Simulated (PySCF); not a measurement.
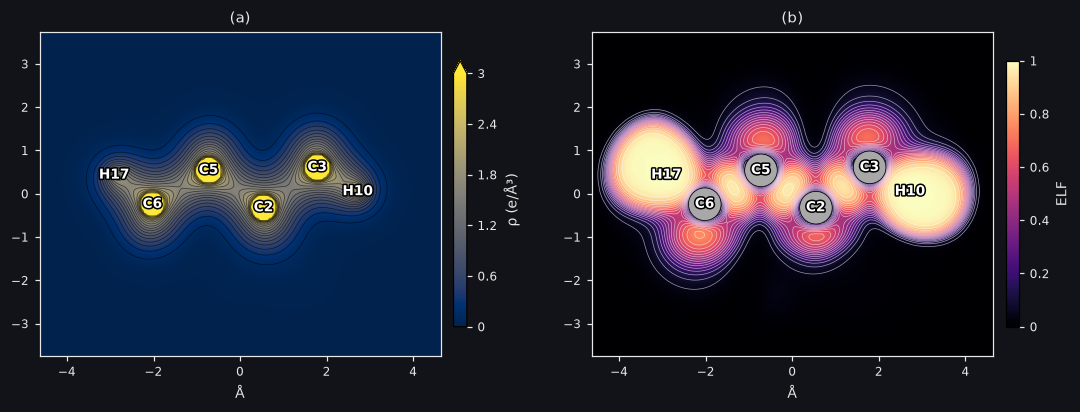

*C5H13B (SMILES BC(C)(C)CC). (a) electron density; (b) ELF on the plane of atoms C3, C2 and C5. Grey discs cover the atomic cores in the ELF map.*

Geometry: PBE0-D3(BJ)/ma-def2-SVP.

Method: DFT single point, gas phase, functional wB97X (PySCF).

Input

```
{"job": {"kind": "sp", "xc": "wB97X", "basis": "ma-def2-SVP", "d3": "d3bj", "grid": 2}, "charge": 0, "multiplicity": 1}
B     -0.683232     1.529817     0.373896
C     -0.401560     0.025864     0.057326
C     -1.395178    -0.576020     1.085699
C     -0.812743    -0.414464    -1.347955
C      1.019315    -0.433058     0.411693
C      2.118005     0.196157    -0.432564
H     -1.588749     2.115781    -0.177554
H     -0.078107     2.093686     1.259546
H     -1.141489    -0.308003     2.124170
H     -2.437399    -0.273278     0.893332
H     -1.359413    -1.677434     1.015147
H     -1.860388    -0.149105    -1.557747
H     -0.196626     0.060523    -2.126480
H     -0.711729    -1.507880    -1.466356
H      1.207505    -0.201341     1.474173
H      1.074652    -1.535137     0.326533
H      3.113765    -0.140763    -0.106427
H      2.020294    -0.061435    -1.498339
H      2.101625     1.295887    -0.352975
```

Run with:

```sh
OMP_NUM_THREADS=1 python redox_run.py task.json out
```

Q: Interpret the plot.

A:
- Atoms in the plane: C and H.
- C–C (1.52 Å): ρ is about 1.7 e/Å³ halfway; the ELF peaks at about 0.95 between the atoms (a shared electron pair).
- C–H (1.10 Å): ρ is about 1.9 e/Å³ halfway; the ELF climbs to about 1 towards the hydrogen, as it does in any bond to H (an ordinary covalent bond to hydrogen).
